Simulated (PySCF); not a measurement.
# C2H5FOSi (SMILES F/C=C/O[SiH3]) at 6 levels

Wanted: a comparison of 6 runs (HF/def2-SVP, HF/aug-cc-pVDZ, M06-2X/pcseg-1, B2PLYP/6-311+G**, PBE0/6-311+G**, M06-2X/def2-TZVP) of C2H5FOSi. The job is set up through a Python script.

Program for the calculation: PySCF 2.14.0.

## 1. The structure to begin with

C2H5FOSi: 10 atoms, total charge 0, spin state singlet. As SMILES, `F/C=C/O[SiH3]`. Geometry: relaxed at GFN2-xTB. This is one conformer, not always the lowest.

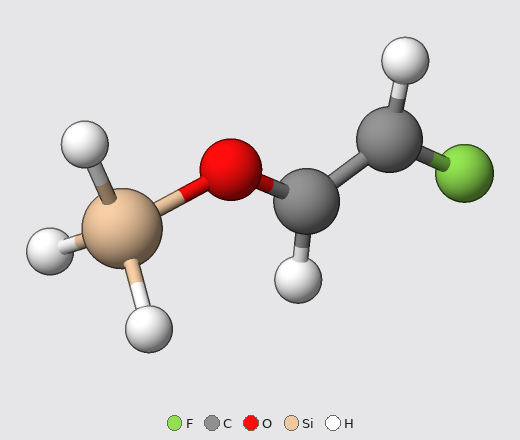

The structure, seen from a chosen angle (fluorine green, carbon grey, oxygen red, silicon light orange, hydrogen white).

## 2. Energy and gradient at HF/def2-SVP (run 1)

mol.xyz reads:

```xyz
10

F     -2.278500     1.692730     1.416640
C     -1.241740     0.834680     1.402190
C     -0.656840     0.509080     0.259420
O      0.376200    -0.342000     0.217930
Si     1.268530    -0.909240    -1.028500
H     -0.973660     0.474600     2.381970
H     -1.005240     0.929830    -0.675720
H      0.416010    -1.627990    -1.976910
H      2.169720    -1.758630    -0.270130
H      1.925520     0.196950    -1.726890
```

run.py reads:

```python
# F/C=C/O[SiH3]
import pyscf.grad
from pyscf import gto, scf

mol = gto.M(
    atom='mol.xyz',
    spin=0,
    basis='def2-svp',
    verbose=4,
    max_memory=1860,
)

myscf = scf.RHF(mol)
myscf.conv_tol = 1e-10
myscf.kernel()
if not myscf.converged:
    myscf = myscf.newton().run(myscf.mo_coeff, myscf.mo_occ)

e_final = myscf.e_tot
print('E = %.10f Eh' % e_final)
grad = myscf.Gradients().kernel()
myscf.analyze()
```

Started as:

```console
OMP_NUM_THREADS=1 python run.py
```

Log:

```text
PySCF version 2.14.0

[... 80 lines left out ...]
Total Energy =                        -541.575229616488741
[... 14 lines left out ...]
MO #8   energy= -4.26983369022568  occ= 2
[... 12 lines left out ...]
MO #21  energy= -0.532949935481998 occ= 2
[... 12 lines left out ...]
MO #34  energy= 0.430886453961057  occ= 0
[... 12 lines left out ...]
MO #47  energy= 0.796380992090685  occ= 0
[... 12 lines left out ...]
MO #60  energy= 1.49042934269577   occ= 0
[... 12 lines left out ...]
MO #73  energy= 2.0163665194129    occ= 0
[... 12 lines left out ...]
MO #86  energy= 2.70279891853216   occ= 0
[... 12 lines left out ...]
MO #99  energy= 4.2830473491656    occ= 0
[... 112 lines left out ...]
Dipole moment(X, Y, Z, Debye):  1.37710, -0.96000, -1.31157
```

It took 10 s on 1 thread of Intel Xeon Platinum 8259CL at 2.50GHz (Skylake/Cascade Lake), shared host; peak memory 0.21 GiB.

## 3. Energy and gradient at HF/aug-cc-pVDZ (run 2)

mol.xyz: that of step 2 with these lines changed.

```diff
@@ -1,3 +1,3 @@
 10
-
+C2H5FOSi
 F     -2.278500     1.692730     1.416640
```

job.py reads:

```python
# F/C=C/O[SiH3]
import pyscf.grad
from pyscf import gto, scf

molecule = gto.M(
    atom='mol.xyz',
    verbose=3,
    basis='aug-cc-pvdz',
    spin=0,
    max_memory=1860,
)

calc0 = scf.RHF(molecule)
calc0.conv_tol = 1e-10
calc0.kernel()
if not calc0.converged:
    calc0 = calc0.newton().run(calc0.mo_coeff, calc0.mo_occ)

etot = calc0.e_tot
print('E(%s) = %.9f' % ('HF', etot))
grad = calc0.Gradients().kernel()
calc0.analyze()
```

Started as:

```console
OMP_NUM_THREADS=1 python job.py
```

Log:

```text
converged SCF energy = -541.892006425272
[... 21 lines left out ...]
MO #12  energy= -1.04177851195446  occ= 2
[... 18 lines left out ...]
MO #31  energy= 0.0849956961911154 occ= 0
[... 18 lines left out ...]
MO #50  energy= 0.297467884653673  occ= 0
[... 18 lines left out ...]
MO #69  energy= 0.515331821938198  occ= 0
[... 18 lines left out ...]
MO #88  energy= 0.801564378324539  occ= 0
[... 18 lines left out ...]
MO #107 energy= 1.32488587137761   occ= 0
[... 18 lines left out ...]
MO #126 energy= 1.94128584120685   occ= 0
[... 18 lines left out ...]
MO #145 energy= 2.51076257628363   occ= 0
[... 18 lines left out ...]
MO #164 energy= 5.16190153049431   occ= 0
[... 11 lines left out ...]
Dipole moment(X, Y, Z, Debye):  1.39858, -0.98780, -1.23943
```

Wall time 60 s (1 thread of Intel Xeon Platinum 8259CL at 2.50GHz (Skylake/Cascade Lake), shared host); peak memory 0.81 GiB.

Runs 3 to 5 aren't shown in full; the table further down has their settings and results.

## 4. Energy and gradient at M06-2X/def2-TZVP (run 6)

input.py reads:

```python
# F/C=C/O[SiH3]
from pyscf import gto, dft

mol = gto.M(
    atom='''
F     -2.278500     1.692730     1.416640
C     -1.241740     0.834680     1.402190
C     -0.656840     0.509080     0.259420
O      0.376200    -0.342000     0.217930
Si     1.268530    -0.909240    -1.028500
H     -0.973660     0.474600     2.381970
H     -1.005240     0.929830    -0.675720
H      0.416010    -1.627990    -1.976910
H      2.169720    -1.758630    -0.270130
H      1.925520     0.196950    -1.726890
''',
    spin=0,
    verbose=3,
    basis='def2-tzvp',
    max_memory=1860,
)

mf = dft.RKS(mol)
mf.xc = 'm06-2x'
mf.conv_tol = 1e-10
mf.grids.level = 5
mf.kernel()
if not mf.converged:
    mf = mf.newton().run(mf.mo_coeff, mf.mo_occ)

etot = mf.e_tot
print('E = %.10f Eh' % etot)
grad = mf.nuc_grad_method().kernel()
dip = mf.dip_moment()
pop, q = mf.mulliken_pop()
```

Started as:

```console
OMP_NUM_THREADS=1 python input.py
```

Log:

```text
converged SCF energy = -543.758456865043
[... 9 lines left out ...]
Dipole moment(X, Y, Z, Debye):  1.24373, -0.87873, -1.10027
[... 202 lines left out ...]
charge of    9H =     -0.02869
```

Wall time 3.3 min (1 thread of Intel Xeon Platinum 8259CL at 2.50GHz (Skylake/Cascade Lake), shared host); peak memory 2.8 GiB.

## 5. Overview of the runs

```csv
run,level,integration grid,task,energy (Eh),dipole moment (D),HOMO energy (eV),LUMO energy (eV),wall time
1,HF/def2-SVP,–,gradient,-541.575230,2.13,-9.55,3.70,10 s
2,HF/aug-cc-pVDZ,–,gradient,-541.892006,2.11,-9.53,0.89,60 s
3,M06-2X/pcseg-1,5,gradient,-543.574247,2.07,-7.99,0.62,68 s
4,B2PLYP/6-311+G**,5,energy,-543.501165,2.21,-7.83,0.52,41 s
5,PBE0/6-311+G**,5,gradient,-543.440983,2.09,-6.77,-0.39,77 s
6,M06-2X/def2-TZVP,5,gradient,-543.758457,1.88,-8.02,0.65,3.3 min
```

## 6. Results

| quantity | value |
| --- | --- |
| run 6: total energy | -543.75846 Eh |
| run 6: dipole moment | 1.88 D |
| run 6: HOMO energy | -8.02 eV |
| run 6: LUMO energy | 0.65 eV |
| run 6: HOMO–LUMO gap | 8.66 eV |
| run 6: largest force on an atom | 0.642 eV/Å |

**Reading.** The dipole moment (its size) runs from 1.88 D (M06-2X/def2-TZVP) to 2.21 D (B2PLYP/6-311+G**). The two ends differ in method and basis. A double hybrid's value is that of its SCF part. The HOMO–LUMO gap runs from 6.38 eV (PBE0/6-311+G**) to 13.24 eV (HF/def2-SVP). Totals of different functionals can't be ranked against each other. All runs together took 7.5 min, the longest 3.3 min.
